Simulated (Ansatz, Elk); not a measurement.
# How far do independent atoms describe CaTi2Cd2?

Structure refinements treat a crystal as free atoms side by side. For a made-up structure of CaTi2Cd2 (cell and positions from a r2SCAN relaxation) the runs below show what the calculated density changes in F(hkl).

Calculated with Elk 11.2.3 (patched build); DFT, PBE, all-electron APW+lo, Dirac cores, scalar-relativistic bands, static density, no spin.

The structure was built from a prototype and need not be the compound's stable phase.

## 1. The structure

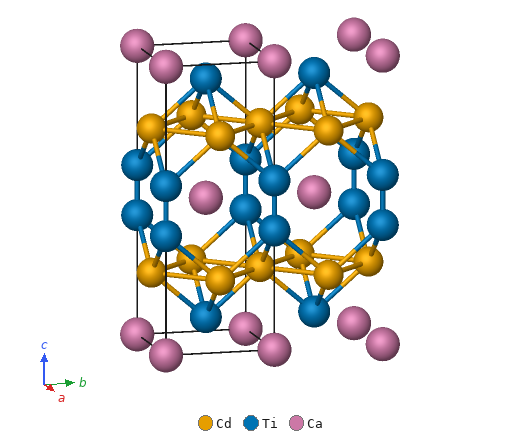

Start, viewed slightly off an axis; cadmium orange, titanium blue, calcium pink. 1×2×1 cells are drawn. This picture shows the conventional cell, with its axes. Some periodic images of atoms are drawn too.

## 2. Ground state and structure factors

An all-electron density is needed, since X-rays see the cores too. Task 0 finds the density and task 195 Fourier-transforms it; tshift is off so that phases refer to the origin typed.

File elk.in:

```
tasks
  0
  195

xctype
  20

spinpol
  .false.

rgkmax
  7.0

gmaxvr
  14.0

lmaxo
  7

lmaxapw
  8

swidth
  0.002

tshift
  .false.

ramdisk
  .false.

hmaxvr
  5.5

maxscl
  120

epspot
  1e-06

sppath
  './'

avec
  -4.20512296638 4.20512296638 11.02833772751
  4.20512296638 -4.20512296638 11.02833772751
  4.20512296638 4.20512296638 -11.02833772751

atoms
  3
  'Cd.in'
  2
  0.7500000000 0.2500000000 0.5000000000   0.000000 0.000000 0.000000
  0.2500000000 0.7500000000 0.5000000000   0.000000 0.000000 0.000000
  'Ti.in'
  2
  0.4132899098 0.4132899098 0.0000000000   0.000000 0.000000 0.000000
  0.5867100902 0.5867100902 0.0000000000   0.000000 0.000000 0.000000
  'Ca.in'
  1
  -0.0000000000 -0.0000000000 -0.0000000000   0.000000 0.000000 0.000000

ngridk
  7 7 7
```

Started as:

```bash
$ OMP_NUM_THREADS=4 elk
```

Numbers of over 12 decimals in the logs are rounded to 6 here.

The log of the run:

```text
┌─────────────────────────┐
│ Elk code version 11.2.3 │
└─────────────────────────┘

All units are atomic (Hartree, Bohr, etc.)

┌─────────────────────────────────────────────────┐
│ Ground-state run starting from atomic densities │
└─────────────────────────────────────────────────┘

Lattice vectors :
  -4.205122966       4.205122966       11.02833773
   4.205122966      -4.205122966       11.02833773
   4.205122966       4.205122966      -11.02833773

Reciprocal lattice vectors :
 -0.1371134556E-16  0.7470869886      0.2848654739
  0.7470869886     -0.1371134556E-16  0.2848654739
  0.7470869886      0.7470869886     -0.5995037128E-17

Unit cell volume      :    780.0589940
Brillouin zone volume :   0.3179890436

Muffin-tin inner radius fraction :   0.1000000000E-01

Nuclei treated as point charges

Species : 1 (Cd)
 parameters loaded from : Cd.in
 name : cadmium
 nuclear charge    :   -48.00000000
 electronic charge :    48.00000000
 atomic mass :    204912.7176
 muffin-tin radius :    2.600000000
 number of radial points in muffin-tin :   1193
 inner part over the whole radius :   0.9972693929E-02
 number on inner part of muffin-tin    :    850
 approximate nuclear radius :   0.8708852602E-04
 number of mesh points to nuclear radius :    426
 atomic positions (lattice), magnetic fields (Cartesian) :
  1 :  -0.25000000  0.25000000  0.50000000    0.00000000  0.00000000  0.00000000
  2 :   0.25000000 -0.25000000  0.50000000    0.00000000  0.00000000  0.00000000

Species : 2 (Ti)
 parameters loaded from : Ti.in
 name : titanium
 nuclear charge    :   -22.00000000
 electronic charge :    22.00000000
 atomic mass :    87256.20317
 muffin-tin radius :    1.887536318
 number of radial points in muffin-tin :    993
 inner part over the whole radius :   0.9926526928E-02
 number on inner part of muffin-tin    :    694
 approximate nuclear radius :   0.6805665174E-04
 number of mesh points to nuclear radius :    330
 atomic positions (lattice), magnetic fields (Cartesian) :
  1 :   0.41328991  0.41328991  0.00000000    0.00000000  0.00000000  0.00000000
  2 :  -0.41328991 -0.41328991  0.00000000    0.00000000  0.00000000  0.00000000

Species : 3 (Ca)
 parameters loaded from : Ca.in
 name : calcium
 nuclear charge    :   -20.00000000
 electronic charge :    20.00000000
 atomic mass :    73057.72475
 muffin-tin radius :    2.400000000
 number of radial points in muffin-tin :    993
 inner part over the whole radius :   0.9970789793E-02
 number on inner part of muffin-tin    :    698
 approximate nuclear radius :   0.6614485811E-04
 number of mesh points to nuclear radius :    321
 atomic positions (lattice), magnetic fields (Cartesian) :
  1 :   0.00000000  0.00000000  0.00000000    0.00000000  0.00000000  0.00000000

Total number of atoms per unit cell :    5
Total muffin-tin volume :    261.4885950
 ratio of muffin-tin to unit cell volume :   0.3352164350

Spin treatment :
 spin-unpolarised

Number of Bravais lattice symmetries :   16
Number of crystal symmetries         :   16
Crystal has inversion symmetry
Real symmetric eigensolver will be used

k-point grid :      7     7     7
k-point offset :    0.000000000       0.000000000       0.000000000
k-point set is reduced with full crystal symmetry group
Total number of k-points :       40

Muffin-tin radius times maximum |G+k| :    7.000000000
 using average radius
Maximum |G+k| for APW functions       :    3.076903429
Maximum (1/2)|G+k|²                   :    4.733667356
Maximum |G| for potential and density :    14.00000000
Constant for pseudocharge density :    9
 order of it for each species :   16  16  16
 order of it for pair densities of each species (exact exchange by exxq0 0: 17) :   13   5  11
Radial integration step length :    1

G-vector grid sizes :     56    56    56
Number of G-vectors :    36193

Maximum angular momentum used for
 APW functions            :    8
 outer part of muffin-tin :    7
 inner part of muffin-tin :    2

Total nuclear charge    :   -160.0000000
[...]
correlation                 :     -7.871608
 electron entropic           :    -0.24198658430236E-02
 total energy                :     -13581.101321992

Density of states at Fermi energy :    199.2362629
 (states/Hartree/unit cell)

Estimated indirect band gap :   0.6430929013E-03
 from k-point 32 to k-point 2
Estimated direct band gap   :   0.1506668713E-02
 at k-point 2

Charges :
 core                        :    90.00000000
 valence                     :    70.00000000
 interstitial                :    9.267384506
 muffin-tins (core leakage)
  species : 1 (Cd)
   atom 1                    :    46.23986144     (  0.2558947557E-03)
[...]
species : 2 (Ti)
[...]
species : 3 (Ca)
[...]
total in muffin-tins        :    150.7326155
 total calculated charge     :    159.9995750
 total charge                :    160.0000000
 error                       :   0.4250268184E-03

RMS change in Kohn-Sham potential (target) :   0.4062475102     (  0.1000000000E-05)
Absolute change in total energy (target)   :   0.1750969336     (  0.1000000000E-03)

[... loops 3 to 17 left out ...]

┌──────────────────┐
│ Loop number : 18 │
└──────────────────┘

Energies :
 Fermi                       :     0.219727
 sum of occupied eigenvalues :     -8113.8124508195
 electron kinetic            :      14143.895693210
 core electron kinetic       :      13590.923354389
 Coulomb                     :     -27293.690753640
 Coulomb potential           :     -21697.630626164
 nuclear-nuclear             :     -1426.3004993766
 electron-nuclear            :     -30070.332982491
 Hartree                     :      4202.9427282277
 Madelung                    :     -16444.875440558
 xc potential                :     -560.07751786493
 exchange                    :     -422.23065264849
 correlation                 :     -7.877812
 electron entropic           :    -0.26830570024452E-02
 total energy                :     -13579.906208030

Density of states at Fermi energy :    206.2417597
 (states/Hartree/unit cell)

Estimated indirect band gap :   0.3365739147E-03
 from k-point 3 to k-point 13
Estimated direct band gap   :   0.4352008671E-02
 at k-point 11

Charges :
 core                        :    90.00000000
 valence                     :    70.00000000
 interstitial                :    9.631546997
 muffin-tins (core leakage)
  species : 1 (Cd)
[...]
species : 2 (Ti)
[...]
species : 3 (Ca)
[...]
total in muffin-tins        :    150.3684530
 total calculated charge     :    159.9995711
 total charge                :    160.0000000
 error                       :   0.4289032072E-03

RMS change in Kohn-Sham potential (target) :   0.1228400266E-06 (  0.1000000000E-05)
Absolute change in total energy (target)   :   0.4177423943E-04 (  0.1000000000E-03)

Convergence targets achieved

┌──────────────────┐
│ Loop number : 19 │
└──────────────────┘

Energies :
 Fermi                       :     0.219727
 sum of occupied eigenvalues :     -8113.8124357761
 electron kinetic            :      14143.895705475
 core electron kinetic       :      13590.923357137
 Coulomb                     :     -27293.690754616
 Coulomb potential           :     -21697.630623237
 nuclear-nuclear             :     -1426.3004993766
 electron-nuclear            :     -30070.332986485
 Hartree                     :      4202.9427312454
 Madelung                    :     -16444.875442997
 xc potential                :     -560.07751801346
 exchange                    :     -422.23065270461
 correlation                 :     -7.877812
 electron entropic           :    -0.26830580951248E-02
 total energy                :     -13579.906196789

Density of states at Fermi energy :    206.2418331
 (states/Hartree/unit cell)

Estimated indirect band gap :   0.3365641472E-03
 from k-point 3 to k-point 13
Estimated direct band gap   :   0.4352011331E-02
 at k-point 11

Charges :
 core                        :    90.00000000
 valence                     :    70.00000000
 interstitial                :    9.631546793
 muffin-tins (core leakage)
  species : 1 (Cd)
[...]
species : 2 (Ti)
   atom 1                    :    19.39019313     ( -0.5895952171E-08)
   atom 2                    :    19.39019313     ( -0.5895952171E-08)
  species : 3 (Ca)
   atom 1                    :    18.15835978     ( -0.1987925149E-06)
 total in muffin-tins        :    150.3684532
 total calculated charge     :    159.9995711
 total charge                :    160.0000000
 error                       :   0.4289030748E-03

┌──────────────────────────────┐
│ Self-consistent loop stopped │
└──────────────────────────────┘

Warning : core states of species 1 leak from the muffin-tin :   0.2409950665E-03

Wrote STATE.OUT
```

Wall time 54 s (4 threads of Arm Neoverse V2, shared host); peak memory 0.24 GiB; 2.7 min of CPU time.

SFACRHO.OUT:

```text

h k l indices transformed by vhmat matrix:
   1.000000000       0.000000000       0.000000000    
   0.000000000       1.000000000       0.000000000    
   0.000000000       0.000000000       1.000000000    

      h      k      l  multipl.   |H|            Re(F)            Im(F)           |F|

      0      0      0      1   0.0000000       160.00000     -0.57351686E-16   160.00000    
     -1     -1      1      2  0.56973095      -54.262531      0.48707907E-13   54.262531    
     -1      0      1      8  0.79955444      -15.566340      0.18690200E-16   15.566340    
      1     -1      0      4   1.0565406      -32.307870      0.43043669E-16   32.307870    
     -2     -1      1      8   1.1351097       17.193919     -0.39109226E-16   17.193919    
      2      2     -2      2   1.1394619       77.259516      0.92011021E-13   77.259516    
      0      2     -1      8   1.2003630       110.22295      0.48685709E-13   110.22295    
     -1      1     -1      4   1.4941740       119.04513      0.41149820E-13   119.04513    
      2      2     -3      8   1.5539148      -77.149011     -0.15971161E-12   77.149011    
      2      0     -2      8   1.5991089      -45.779576     -0.97467414E-13   45.779576    
     -3     -2      3      8   1.6083679       39.790817      0.24809098E-16   39.790817    
      1     -2      0     16   1.6946513      -11.850926     -0.75403575E-17   11.850926    
     -3     -3      3      2   1.7091928      -85.793714      0.89311505E-13   85.793714    
     -2     -1      3     16   1.8764407       13.912271      0.21105296E-16   13.912271    
      1      3     -3      8   1.8790767       64.752172      0.85200595E-13   64.752172    
      3      3     -2      8   2.0093825       52.131757      0.10491425E-12   52.131757    
     -2      2      0      4   2.1130811       101.40993     -0.18229326E-17   101.40993    
     -3     -4      4      8   2.1294148       30.636491      0.13882880E-16   30.636491
```

Elk indexes on the primitive cell of elk.in and gives |H| = 4π sin θ/λ in inverse bohr. Below, one row stands for each form hkl of the conventional cell (m members, Friedel mates merged), F is for one primitive cell and the density is static (no thermal factor). Free-atom factors are Waasmaier and Kirfel's, and R is Σm||F|−|F'||/Σm|F|.

```tsv
hkl	m	sin θ/λ (Å⁻¹)	abs F, DFT	neutral atoms	diff.
002	2	0.086	54.263	54.788	-0.525
101	8	0.120	15.566	15.281	+0.285
110	4	0.159	32.308	32.641	-0.333
103	8	0.171	17.194	17.280	-0.086
004	2	0.171	77.260	77.031	+0.229
112	8	0.180	110.223	110.449	-0.226
200	4	0.225	119.045	119.180	-0.135
114	8	0.234	77.149	77.692	-0.543
202	8	0.240	45.780	46.151	-0.371
105	8	0.242	39.791	40.238	-0.447
211	16	0.255	11.851	11.849	+0.002
006	2	0.257	85.794	86.938	-1.144
213	16	0.282	13.912	13.881	+0.032
204	8	0.283	64.752	64.883	-0.131
```

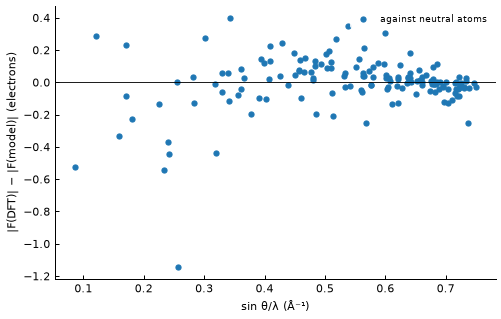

Difference between the calculated structure factors and the independent-atom ones.

## 3. The highest occupied states alone

An energy window below the Fermi level keeps the highest occupied states, to see at which angles they scatter; shallow core shells can lie inside it and anion s states outside. No new self-consistency is needed.

elk.in: that of step 2 with these lines changed.

```diff
@@ -1,3 +1,2 @@
 tasks
-  0
   195
@@ -40,2 +39,5 @@
 
+wsfac
+  -0.331510 0.519730
+
 sppath
```

Started as:

```bash
$ OMP_NUM_THREADS=4 elk
```

The log of the run:

```text
┌─────────────────────────────────┐
│ Elk code version 11.2.3 started │
└─────────────────────────────────┘

Info(readinput): the functional depends on the density's gradient
 muffin-tin radial points multiplied by    2.00000
 (not where nrmtscf is given)

┌────────────────────┐
│ Current task : 195 │
└────────────────────┘
Info(checkmt): changed muffin-tin radius of species 2 (Ti) from   2.4000 to   1.8875

Info(sfacrho): density structure factors written to SFACRHO.OUT

 Energy window :  -0.3315100000      0.5197300000

┌──────────────────┐
│ Elk code stopped │
└──────────────────┘
```

Wall time 14 s (4 threads); peak memory 0.18 GiB; 17 s of CPU time.

States within 15 eV below the Fermi level hold 34.00 electrons; any levels below the window count with the cores. Their amplitudes can exceed the total, where window and core parts have opposite phase:

```tsv
hkl	sin θ/λ (Å⁻¹)	abs F, window	abs F, all
002	0.086	16.727	54.263
101	0.120	3.214	15.566
110	0.159	11.619	32.308
103	0.171	0.123	17.194
004	0.171	12.357	77.260
112	0.180	13.606	110.223
200	0.225	11.366	119.045
114	0.234	9.760	77.149
202	0.240	7.971	45.780
105	0.242	0.907	39.791
```

## 4. Another functional

The difference from free atoms is small, so it is set against the change that LDA (Perdew-Wang) makes.

elk.in: that of step 3 with these lines changed.

```diff
@@ -1,2 +1,3 @@
 tasks
+  0
   195
@@ -4,3 +5,3 @@
 xctype
-  20
+  3
 
@@ -39,5 +40,2 @@
 
-wsfac
-  -0.331510 0.519730
-
 sppath
```

Started as:

```bash
$ OMP_NUM_THREADS=4 elk
```

The log of the run:

```text
┌─────────────────────────┐
│ Elk code version 11.2.3 │
└─────────────────────────┘

All units are atomic (Hartree, Bohr, etc.)

┌─────────────────────────────────────────────────┐
│ Ground-state run starting from atomic densities │
└─────────────────────────────────────────────────┘

Lattice vectors :
  -4.205122966       4.205122966       11.02833773
   4.205122966      -4.205122966       11.02833773
   4.205122966       4.205122966      -11.02833773

Reciprocal lattice vectors :
 -0.1371134556E-16  0.7470869886      0.2848654739
[...]
species : 1 (Cd)
[...]
species : 2 (Ti)
[...]
atom 2                    :    19.38942396     ( -0.3117661196E-05)
  species : 3 (Ca)
   atom 1                    :    18.16548514     ( -0.3473982641E-05)
 total in muffin-tins        :    150.4044045
 total calculated charge     :    159.9995524
 total charge                :    160.0000000
 error                       :   0.4475706154E-03

┌──────────────────────────────┐
│ Self-consistent loop stopped │
└──────────────────────────────┘

Warning : core states of species 1 leak from the muffin-tin :   0.2415160661E-03

Wrote STATE.OUT
[key lines of the parts left out:]
total energy                :     -13564.632778236
```

Run time: 32 s. Hardware: 4 threads; peak memory 0.19 GiB.

Against the first run R = 0.03 %; the largest change is -0.057 at 200.

## 5. A coarser k-mesh

About half the k-points along each axis test the sampling.

elk.in: that of step 4 with these lines changed.

```diff
@@ -5,3 +5,3 @@
 xctype
-  3
+  20
 
@@ -63,2 +63,2 @@
 ngridk
-  7 7 7
+  4 4 4
```

Started as:

```bash
$ OMP_NUM_THREADS=4 elk
```

The log of the run:

```text
┌─────────────────────────┐
│ Elk code version 11.2.3 │
└─────────────────────────┘

All units are atomic (Hartree, Bohr, etc.)

┌─────────────────────────────────────────────────┐
│ Ground-state run starting from atomic densities │
└─────────────────────────────────────────────────┘

Lattice vectors :
  -4.205122966       4.205122966       11.02833773
   4.205122966      -4.205122966       11.02833773
   4.205122966       4.205122966      -11.02833773

Reciprocal lattice vectors :
 -0.1371134556E-16  0.7470869886      0.2848654739
[...]
species : 1 (Cd)
[...]
species : 2 (Ti)
[...]
atom 2                    :    19.38560002     ( -0.5949873483E-08)
  species : 3 (Ca)
   atom 1                    :    18.16149481     ( -0.1987951990E-06)
 total in muffin-tins        :    150.3626488
 total calculated charge     :    159.9995886
 total charge                :    160.0000000
 error                       :   0.4113593152E-03

┌──────────────────────────────┐
│ Self-consistent loop stopped │
└──────────────────────────────┘

Warning : core states of species 1 leak from the muffin-tin :   0.2410239809E-03

Wrote STATE.OUT
[key lines of the parts left out:]
total energy                :     -13579.907983467
```

It took 31 s on 4 threads; peak memory 0.25 GiB; 70 s of CPU time.

Against the first run R = 0.01 %; the largest change is +0.013 at 301.

## 6. Settings against the effect

```tsv
run	R against the first run (%)	R against neutral atoms, low angle (%)	wall time
PBE, rgkmax 7	0.00	0.52	54 s
LDA (Perdew-Wang)	0.03	0.54	32 s
k-mesh 4×4×4	0.01	0.52	31 s
```

## 7. Outcome

```json
{
 "R against neutral atoms, sin θ/λ < 0.3 Å⁻¹": "0.52 %",
 "R against neutral atoms, 0.3 to 0.75 Å⁻¹": "0.23 %"
}
```

What this shows: Independent neutral atoms miss the calculated amplitudes by R = 0.52 % below 0.3 Å⁻¹ and 0.23 % from there to 0.75 Å⁻¹; by shells, 1.43 % below 0.15 Å⁻¹ (2 forms), 0.47 % 0.15 to 0.3 (12 forms), 0.25 % 0.3 to 0.45 (24 forms), 0.23 % above 0.45 (111 forms). Bonding, aspherical density and the tables' own atoms all enter these figures, and the runs don't part them. The largest change of an amplitude is -1.14 electrons, at 006. The window's part falls from 34.0 electrons at the origin to at most 1.31 between 0.45 and 0.75 Å⁻¹, where compact states inside the window still scatter. Below 0.3 Å⁻¹ the changes that finished (LDA (Perdew-Wang) and k-mesh 4×4×4) move F by R = 0.04 % at most, against the 0.52 % that separates it from free atoms. The basis has no finished test. These runs have no spin, though d or f shells may be open. Part of the difference isn't bonding: the tables are fits to free atoms and ions calculated by other methods than this functional. Thermal motion, anomalous dispersion and extinction are left out.

[Logs are printed without paths, hosts, clocks, repeated set-up lines and the standing remarks that a program may print on its own settings, such as how far it seeks lower states.]

[Hosts, paths, dates, database ids (printed as entryN), source tags and the programs' standing remarks are cut or masked in the printed files.]
